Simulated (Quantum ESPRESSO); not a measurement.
**Convergence test for SrICl (Pnma, 12 atoms in the cell)**

```
SrICl
1.0
    8.44837     0.00000     0.00000
    0.00000     4.53905     0.00000
    0.00000     0.00000    10.34184
Sr I Cl
4 4 4
Cartesian
  1.57511   1.13476   1.34010
  6.87326   3.40429   9.00174
  2.64907   3.40429   6.51102
  5.79930   1.13476   3.83082
  0.01402   1.13476   6.98850
  8.43435   3.40429   3.35334
  4.21016   3.40429   1.81758
  4.23821   1.13476   8.52426
  2.93234   1.13476   4.65476
  5.51603   3.40429   5.68708
  1.29184   3.40429   9.82568
  7.15653   1.13476   0.51616
```

Method of the run: PBEsol, PseudoDojo standard norm-conserving (PBESOL) pseudopotentials (plane waves; Quantum ESPRESSO).

The starting cell comes from a database of computed structures (which also holds hypothetical and non-ambient phases and stackings), without a prior relaxation at this level. Spin-orbit coupling is off.

Held fixed: ecutwfc = 70 Ry; occupations = fixed; potentials = {Sr: Sr.upf, I: I.upf, Cl: Cl.upf}; nbnd = 52; conv_thr = 1e-10 Ry; mixing_beta = 0.3.

ΔF is the free energy per atom less that of the last row (automatic 4 7 3 0 0 0).

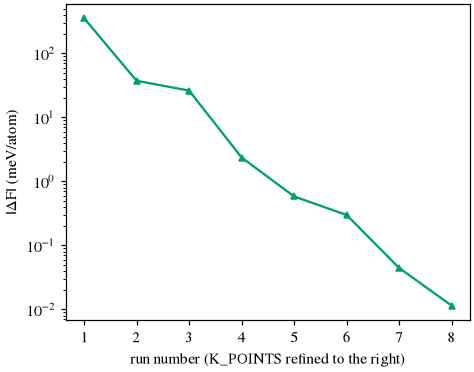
Figure. Size of the energy error against the last run of the series; values under 0.01 meV/atom are drawn at 0.01.

```tsv
K_POINTS	ΔF (meV/atom)	pressure (GPa)	largest force (eV/Å)	gap on the mesh (eV)	k-points	plane waves
automatic 1 1 1 0 0 0	356.0	0.92	0.511	3.650	1	26513
automatic 1 2 1 0 0 0	37.4	-1.44	0.100	3.643	2	26513
automatic 2 2 1 0 0 0	26.3	-1.51	0.058	3.652	4	26513
automatic 2 3 2 0 0 0	2.4	-1.73	0.061	3.670	8	26520
automatic 2 4 2 0 0 0	0.58	-1.75	0.061	3.671	12	26520
automatic 3 4 2 0 0 0	0.30	-1.76	0.061	3.672	12	26513
automatic 3 5 3 0 0 0	0.04	-1.76	0.061	3.672	12	26515
automatic 3 6 3 0 0 0	0.01	-1.76	0.061	3.672	16	26515
automatic 4 7 3 0 0 0	0.00	-1.76	0.061	3.672	24	26522
```

Pressure within 0.5 GPa of the last row: from K_POINTS = automatic 1 2 1 0 0 0 on; the one before it is off by 2.7 GPa. The value it settles on is -1.8 GPa at this level of theory and with the other settings as held.

The gap is read on the k-point mesh of the run and can differ from the gap over the whole zone at this level.
